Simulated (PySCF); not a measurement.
# [Gd(H2O)4]3+: forces at shaken geometries

Aim: move all atoms of relaxed [Gd(H2O)4]3+ at random and read energies and forces. The species was built from a template and needn't be a known compound.

Method: B3LYP, Gd lcecp-1-SVP with ECP53, O def2-SVP, H def2-SVP; scalar-relativistic core potentials, no spin–orbit coupling; program: PySCF 2.14.0.

3 further runs of the same task are left out: 2 for a known fault of the program, 1 that didn't finish.

### Step 1. The system as given

13 atoms, charge 3, spin multiplicity 1.

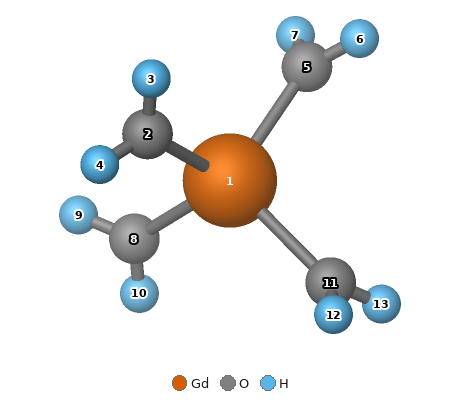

The structure; gadolinium orange, oxygen grey, hydrogen blue; atoms are numbered from 1 in the order of the file.

As a file:

```
Gd    0.0000    0.0000    0.0000
O     1.3850    1.2814    1.3470
H     1.3161    1.4440    2.3189
H     2.1914    1.7893    1.0874
O    -1.3850   -1.3470    1.2814
H    -2.1898   -1.0879    1.7905
H    -1.3176   -2.3185    1.4429
O     1.3850   -1.2814   -1.3470
H     2.1914   -1.7893   -1.0874
H     1.3161   -1.4440   -2.3189
O    -1.3850    1.3470   -1.2814
H    -1.3176    2.3185   -1.4429
H    -2.1898    1.0879   -1.7905
```

Formal oxidation states: Gd +3. Each metal's 7 4f electrons lie in its core potential, so multiplicities, spins and levels count the valence alone. An earlier session relaxed this geometry at B3LYP, Gd lcecp-1-SVP with ECP53, O def2-SVP, H def2-SVP (singlet, point group S4).

Its energy there is -340.438350 Eh.

### Step 2. Atoms moved at random, σ = 0.03 Å

The input, run.py (the lines that set the calculation):

```python
mol = gto.M(atom='''
Gd     0.03260     0.01228    -0.01212
O      1.39726     1.32758     1.31929
H      1.29453     1.44935     2.34414
H      2.15640     1.78581     1.06829
O     -1.36921    -1.33271     1.26327
H     -2.15501    -1.11259     1.76338
H     -1.32364    -2.31786     1.43779
O      1.34903    -1.28762    -1.30253
H      2.20295    -1.77746    -1.04505
H      1.29649    -1.42907    -2.30854
O     -1.40318     1.30818    -1.28995
H     -1.30129     2.29608    -1.49342
H     -2.17693     1.07802    -1.74456''',
    basis={'Gd': 'lcecp-1-SVP', 'O': 'def2-SVP', 'H': 'def2-SVP'},
    ecp={'Gd': 'lcecp-1-SVP'},
    charge=3, spin=0)
mf = dft.RKS(mol, xc='B3LYP')
mf.grids.atom_grid = (50, 194)  # f atoms: unpruned, at least (60, 302)
mf = mf.density_fit()  # fitting sets: Gd AutoAux, O def2-universal-JKFIT, H def2-universal-JKFIT
mf.conv_tol = 1e-08; mf.max_cycle = 55
mf.kernel(dm0)  # dm0: the density of the relaxed state
```

Command:

```
$ OMP_NUM_THREADS=2 python run.py
```

The log of the run:

```text
init E= -340.438400320294
  HOMO = -0.871829671836104  LUMO = -0.569509944323361  gap/eV = 8.22654
cycle= 1 E= -340.42366202945  delta_E= 0.0147  |g|= 0.0615  |ddm|= 0.191
  HOMO = -0.875380286569673  LUMO = -0.567629798042068  gap/eV = 8.37432
cycle= 2 E= -340.423345742501  delta_E= 0.000316  |g|= 0.0765  |ddm|= 0.0857
  HOMO = -0.876264404567025  LUMO = -0.568218668910811  gap/eV = 8.38235
cycle= 3 E= -340.424391391843  delta_E= -0.00105  |g|= 0.0142  |ddm|= 0.0509
  HOMO = -0.87665296679751  LUMO = -0.568519684306996  gap/eV = 8.38473
cycle= 4 E= -340.424427018683  delta_E= -3.56e-05  |g|= 0.00109  |ddm|= 0.00905
  HOMO = -0.876686086646464  LUMO = -0.568503708336522  gap/eV = 8.38607
cycle= 5 E= -340.424427173861  delta_E= -1.55e-07  |g|= 0.000761  |ddm|= 0.00128
  HOMO = -0.876616433653794  LUMO = -0.568505462447731  gap/eV = 8.38413
cycle= 6 E= -340.424427278061  delta_E= -1.04e-07  |g|= 0.000158  |ddm|= 0.000533
  HOMO = -0.876629415438283  LUMO = -0.568505994152503  gap/eV = 8.38447
cycle= 7 E= -340.424427283246  delta_E= -5.19e-09  |g|= 1.38e-05  |ddm|= 0.000134
  HOMO = -0.876630969049371  LUMO = -0.568506320151785  gap/eV = 8.38450
Extra cycle  E= -340.424427283247  delta_E= -1.36e-12  |g|= 1.56e-05  |ddm|= 2.18e-05
converged SCF energy = -340.424427283247
```

It took 6.9 s on 2 threads of Arm Neoverse V2, shared host.

Result: E = -340.424427 Eh (+0.379 eV from the relaxed state), HOMO -23.85 eV, LUMO -15.47 eV, Mulliken charge on Gd1 +1.71 e, largest force component 3.419 eV/Å. 

```
atom      Fx      Fy  Fz (eV/Å)
 Gd1  -0.456   0.175      0.314
  O2  -3.419  -1.892      2.730
  H3   0.431  -0.017     -1.925
  H4   3.036   1.933     -0.732
  O5   1.080  -1.167     -0.484
  H6  -1.249   0.678      0.722
  H7   0.216   0.508     -0.265
  O8   1.259  -0.829     -1.130
  H9  -1.003   0.490     -0.349
 H10   0.084   0.058      1.148
 O11   2.973   2.032      1.356
 H12  -0.124  -1.036      0.230
 H13  -2.830  -0.935     -1.616
```

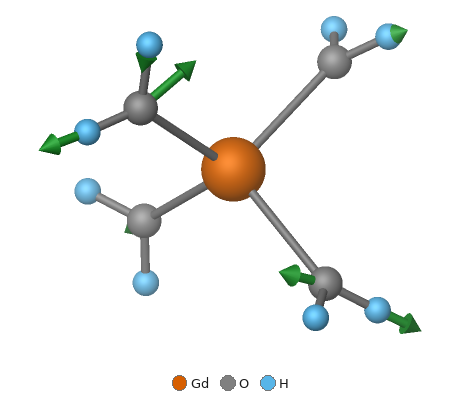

Forces as arrows, the longest for the largest force.

### Step 3. Atoms moved at random, σ = 0.06 Å

The input, run.py (the lines that set the calculation):

```python
mol = gto.M(atom='''
Gd    -0.04611     0.02048     0.08554
O      1.56412     1.28252     1.34534
H      1.36660     1.36600     2.27987
H      2.19014     1.71819     1.04994
O     -1.38505    -1.32255     1.27481
H     -2.09549    -1.03218     1.76968
H     -1.32188    -2.33995     1.49126
O      1.33332    -1.26318    -1.24463
H      2.12778    -1.77121    -1.21009
H      1.25369    -1.37049    -2.28705
O     -1.35052     1.25012    -1.38982
H     -1.44952     2.34851    -1.41392
H     -2.18709     1.11373    -1.75093''',
    basis={'Gd': 'lcecp-1-SVP', 'O': 'def2-SVP', 'H': 'def2-SVP'},
    ecp={'Gd': 'lcecp-1-SVP'},
    charge=3, spin=0)
mf = dft.RKS(mol, xc='B3LYP')
mf.grids.atom_grid = (50, 194)  # f atoms: unpruned, at least (60, 302)
mf = mf.density_fit()  # fitting sets: Gd AutoAux, O def2-universal-JKFIT, H def2-universal-JKFIT
mf.conv_tol = 1e-08; mf.max_cycle = 55
mf.kernel(dm0)  # dm0: the density of the relaxed state
```

Command:

```
$ OMP_NUM_THREADS=2 python run.py
```

The log of the run:

```text
init E= -340.400126590559
  HOMO = -0.852902541608845  LUMO = -0.580399006608829  gap/eV = 7.41520
cycle= 1 E= -340.35653150223  delta_E= 0.0436  |g|= 0.156  |ddm|= 0.53
  HOMO = -0.849146691681207  LUMO = -0.57484889554908  gap/eV = 7.46402
cycle= 2 E= -340.352612689202  delta_E= 0.00392  |g|= 0.223  |ddm|= 0.249
  HOMO = -0.87690623272461  LUMO = -0.576366875615371  gap/eV = 8.17809
cycle= 3 E= -340.361669384881  delta_E= -0.00906  |g|= 0.0233  |ddm|= 0.142
  HOMO = -0.875612253757786  LUMO = -0.576962763358208  gap/eV = 8.12667
cycle= 4 E= -340.361758082517  delta_E= -8.87e-05  |g|= 0.00734  |ddm|= 0.0179
  HOMO = -0.876331520393869  LUMO = -0.576907501678035  gap/eV = 8.14774
cycle= 5 E= -340.361766876854  delta_E= -8.79e-06  |g|= 0.00253  |ddm|= 0.00567
  HOMO = -0.876005039912289  LUMO = -0.576918418252168  gap/eV = 8.13856
cycle= 6 E= -340.361768047874  delta_E= -1.17e-06  |g|= 0.000272  |ddm|= 0.00181
  HOMO = -0.876017641238438  LUMO = -0.576910340642526  gap/eV = 8.13912
cycle= 7 E= -340.361768063301  delta_E= -1.54e-08  |g|= 0.000101  |ddm|= 0.000286
  HOMO = -0.876031617755127  LUMO = -0.576911015298983  gap/eV = 8.13949
cycle= 8 E= -340.361768064818  delta_E= -1.52e-09  |g|= 5.04e-05  |ddm|= 8.72e-05
  HOMO = -0.876023451145767  LUMO = -0.576912085444127  gap/eV = 8.13923
Extra cycle  E= -340.36176806413  delta_E= 6.88e-10  |g|= 7.98e-05  |ddm|= 7.9e-05
converged SCF energy = -340.36176806413
```

It took 7 s on 2 threads of Arm Neoverse V2, shared host.

Read off: E = -340.361768 Eh (+2.084 eV from the relaxed state), HOMO -23.84 eV, LUMO -15.70 eV, Mulliken charge on Gd1 +1.73 e, largest force component 12.014 eV/Å. 

```
atom       Fx      Fy  Fz (eV/Å)
 Gd1    1.007   0.439     -0.641
  O2  -12.014  -8.523      3.150
  H3    0.743   0.700      1.110
  H4   10.927   7.685     -4.252
  O5    3.160  -3.491     -1.417
  H6   -3.500   1.193      2.373
  H7   -0.172   1.858     -0.441
  O8   -1.766   0.736     -3.238
  H9    2.126  -1.224      1.189
 H10   -0.484   0.569      1.995
 O11    2.323   4.687      1.818
 H12    0.971  -3.172      0.067
 H13   -3.321  -1.457     -1.714
```

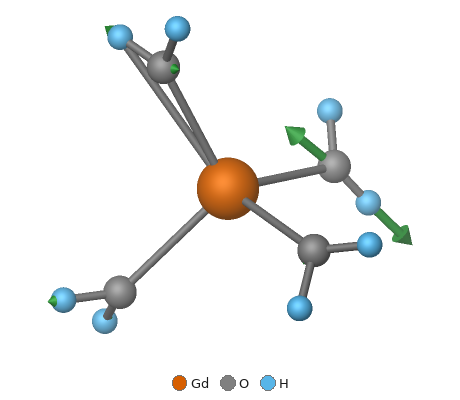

Forces as arrows, the longest for the largest force.

### Step 4. Atoms moved at random, σ = 0.1 Å

The input, run.py (the lines that set the calculation):

```python
mol = gto.M(atom='''
Gd    -0.03084     0.17291    -0.16425
O      1.18181     1.26352     1.20794
H      1.41475     1.34924     2.32744
H      2.24531     1.83192     0.97254
O     -1.34766    -1.33599     1.36276
H     -2.10130    -1.00172     1.64474
H     -1.07748    -2.39990     1.64053
O      1.36803    -1.27132    -1.17701
H      2.07854    -1.74297    -1.07833
H      1.26351    -1.58133    -2.36843
O     -1.23047     1.35227    -1.08699
H     -1.54664     2.17156    -1.55725
H     -2.21754     1.19181    -1.72369''',
    basis={'Gd': 'lcecp-1-SVP', 'O': 'def2-SVP', 'H': 'def2-SVP'},
    ecp={'Gd': 'lcecp-1-SVP'},
    charge=3, spin=0)
mf = dft.RKS(mol, xc='B3LYP')
mf.grids.atom_grid = (50, 194)  # f atoms: unpruned, at least (60, 302)
mf = mf.density_fit()  # fitting sets: Gd AutoAux, O def2-universal-JKFIT, H def2-universal-JKFIT
mf.conv_tol = 1e-08; mf.max_cycle = 55
mf.kernel(dm0)  # dm0: the density of the relaxed state
```

Command:

```
$ OMP_NUM_THREADS=2 python run.py
```

The log of the run:

```text
init E= -339.441291844674
  HOMO = -0.979928681435215  LUMO = -0.712160760226008  gap/eV = 7.28634
cycle= 1 E= -340.137782182389  delta_E= -0.696  |g|= 0.555  |ddm|= 1.01
  HOMO = -0.755497176438467  LUMO = -0.535720453244334  gap/eV = 5.98043
cycle= 2 E= -340.016865601155  delta_E= 0.121  |g|= 0.981  |ddm|= 0.902
  HOMO = -0.816896312936976  LUMO = -0.557856952688432  gap/eV = 7.04882
cycle= 3 E= -340.198458154062  delta_E= -0.182  |g|= 0.0684  |ddm|= 0.581
  HOMO = -0.822664222194522  LUMO = -0.561401820597187  gap/eV = 7.10931
cycle= 4 E= -340.199084637109  delta_E= -0.000626  |g|= 0.0391  |ddm|= 0.0672
  HOMO = -0.820312004188334  LUMO = -0.561234395908045  gap/eV = 7.04986
cycle= 5 E= -340.199365443986  delta_E= -0.000281  |g|= 0.00562  |ddm|= 0.0254
  HOMO = -0.820466859906954  LUMO = -0.5614839784404  gap/eV = 7.04728
cycle= 6 E= -340.199371554424  delta_E= -6.11e-06  |g|= 0.00119  |ddm|= 0.00498
  HOMO = -0.820706211595407  LUMO = -0.561472092071561  gap/eV = 7.05412
cycle= 7 E= -340.199371800291  delta_E= -2.46e-07  |g|= 0.00057  |ddm|= 0.00125
  HOMO = -0.820623277945803  LUMO = -0.561484647932552  gap/eV = 7.05152
cycle= 8 E= -340.199371859035  delta_E= -5.87e-08  |g|= 0.00011  |ddm|= 0.000398
  HOMO = -0.820632264410257  LUMO = -0.561480302040916  gap/eV = 7.05188
cycle= 9 E= -340.199371861552  delta_E= -2.52e-09  |g|= 1.52e-05  |ddm|= 9.54e-05
  HOMO = -0.82063304835118  LUMO = -0.561481248185739  gap/eV = 7.05188
Extra cycle  E= -340.199371861508  delta_E= 4.39e-11  |g|= 2.21e-05  |ddm|= 2.38e-05
converged SCF energy = -340.199371861508
```

Wall time 7.2 s (2 threads of Arm Neoverse V2, shared host).

It gives: E = -340.199372 Eh (+6.503 eV from the relaxed state), HOMO -22.33 eV, LUMO -15.28 eV, Mulliken charge on Gd1 +1.55 e, largest force component 9.329 eV/Å. 

```
atom      Fx      Fy  Fz (eV/Å)
 Gd1   3.076  -6.001      4.101
  O2   6.916   3.633      4.429
  H3  -1.492  -0.529     -3.769
  H4  -4.220  -2.076      0.456
  O5   8.881  -5.269     -3.044
  H6  -6.700   1.694      3.118
  H7  -1.824   4.207     -0.649
  O8  -7.503   3.131     -7.141
  H9   7.711  -4.872      1.906
 H10   0.165   1.324      4.609
 O11  -9.329   4.258     -7.171
 H12   2.020   2.265      0.910
 H13   2.299  -1.765      2.243
```

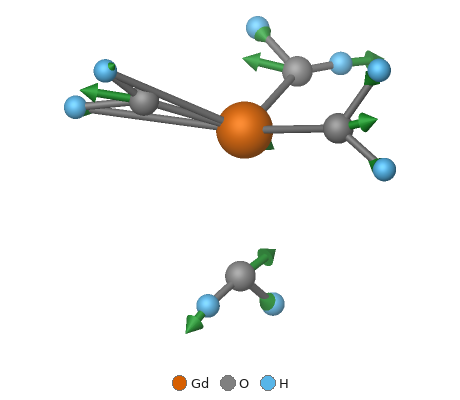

Forces as arrows, the longest for the largest force.

### Step 5. The displacements side by side

| σ (Å) | energy rise (eV) | harmonic estimate −½ F·u (eV) | largest force component (eV/Å) |
| --- | --- | --- | --- |
| 0.03 | 0.379 | 0.392 | 3.42 |
| 0.06 | 2.084 | 2.235 | 12.01 |
| 0.1 | 6.503 | 6.268 | 9.33 |

Every displacement raises the energy. For a harmonic well the rise equals −½ F·u; the two differ by at most 7 % here (a move with σ = 0.06 Å), from anharmonicity, the grid and the small forces left at the relaxed point. The bases are small and lack diffuse functions. Spin–orbit coupling is left out.
